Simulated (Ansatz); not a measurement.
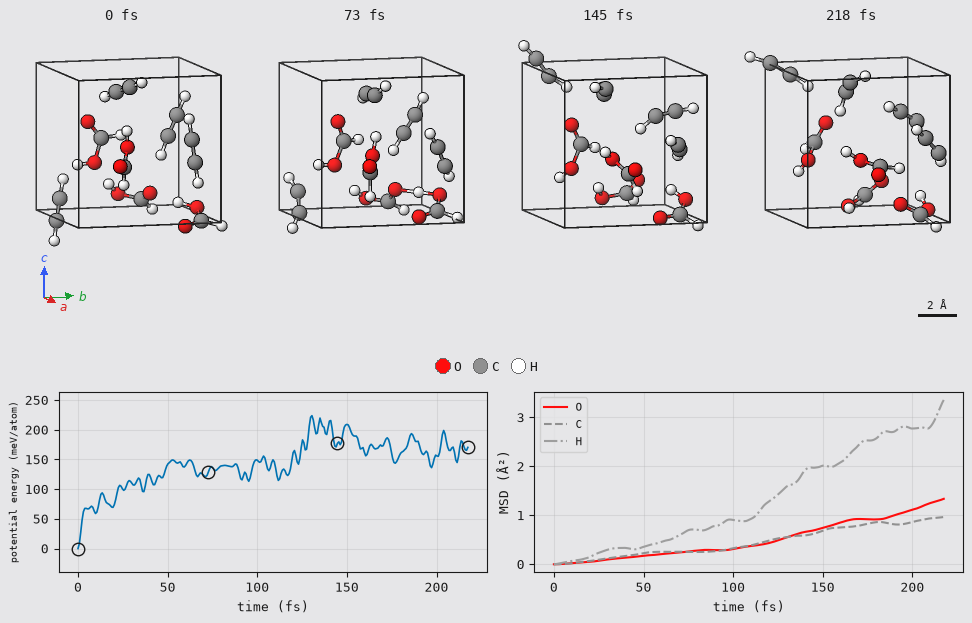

Molecular dynamics of a periodic cell with 4 HCOOH + 4 C2H2 at 1.0 g/cm³, 218 fs long. Frames and the history of the run. A ball-and-stick model of the simulation cell, seen from a free direction. Atoms that leave the cell re-enter on the other side.

All numbers below come from DFT PBEsol, scalar-relativistic, plane waves, PAW in Ansatz. Run with plane-wave cutoff 420 eV; k-point mesh 1 × 1 × 1; Fermi-Dirac smearing 0.05 eV; low-accuracy preset; Langevin thermostat (NVT); set temperature 1500 K; time step 0.75 fs; friction 0.02 per fs.

Q: What do the frames and curves show?

A: Over the second half the temperature averages 1546 K (spread ±178 K). The potential energy in the second half lies on average 171 meV per atom above the first frame. Root-mean-square distances from the starting positions over the second half, with the common drift of all atoms taken out: H 1.48 Å, O 0.91 Å, C 0.85 Å. The molecules turn and drift from their places. Bond changes: one H–O bond forms at about 87 fs; one H–O bond breaks at about 119 fs.

Limits of the set-up: the program's low-accuracy preset was used; the periodic images lie only 7.8 Å apart, so the values are limited by the cell's size.

Cost: 18 min on 1 thread of Arm Neoverse V1 (shared host), peak memory 0.47 GiB.
